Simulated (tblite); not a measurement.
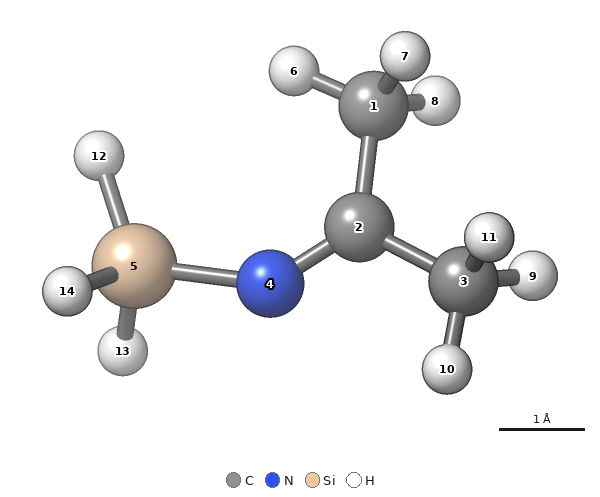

**Figure 1.** The structure (ball-and-stick view, seen at a tilt; atoms are numbered from 1 in the order of the input). Bond lengths as drawn: C–C 1.50 Å, C–H 1.09 Å, C–N 1.25 Å, H–Si 1.46 to 1.47 Å and N–Si 1.71 Å.

**Run report: C$_{3}$H$_{9}$NSi, relaxed scan**

The run: relaxed scan of C$_{3}$H$_{9}$NSi. Method and program: GFN2-xTB relaxed scan under a harmonic restraint, gas phase (tblite 0.8.0).

### Log
```
point  coordinate     E/eV
  0    104.500     -426.49196
  1    119.300     -426.43862
  2    134.300     -426.36794
  3    149.600     -426.31638
  4    164.800     -426.30714
  5    179.800     -426.30717
  6    194.800     -426.30342
  7     32.200     -425.49134
  8    227.000     -420.49828
  9    240.400     -426.43689
 10    255.200     -426.49095
 11    269.900     -426.50978
```

This output came from the following input.

### Input
```
{"job": {"xc": "GFN2-xTB", "basis": "xTB", "coordinate": [["t", [0, 1, 3, 4], 0.5], ["t", [2, 1, 3, 4], 0.5]], "kind": "drive"}, "charge": 0, "multiplicity": 1}
C     -0.534231     0.281996     1.373113
C     -0.474320    -0.103662    -0.078682
C     -1.791985    -0.498828    -0.681705
N      0.556649    -0.119729    -0.789965
Si     2.226176     0.213923    -0.638242
H      0.438683     0.612075     1.723994
H     -1.261136     1.079489     1.516690
H     -0.856209    -0.573780     1.964711
H     -2.231507    -1.318782    -0.116454
H     -1.654412    -0.802913    -1.714993
H     -2.483088     0.341762    -0.643642
H      2.754900     0.670959     0.658643
H      2.856919    -1.058416    -0.982277
H      2.454115     1.258368    -1.634356
```

The first line tells a small driver script what to run in tblite; the rest is the geometry in Å.

Run as:
```bash
OMP_NUM_THREADS=1 python <driver script> task.json out
```

### Results in brief

| quantity | value |
| --- | --- |
| outcome | converged |
| hardware | 1 CPU thread, shared host |
| wall time | 2.9 s |
| peak memory | 0.19 GiB |
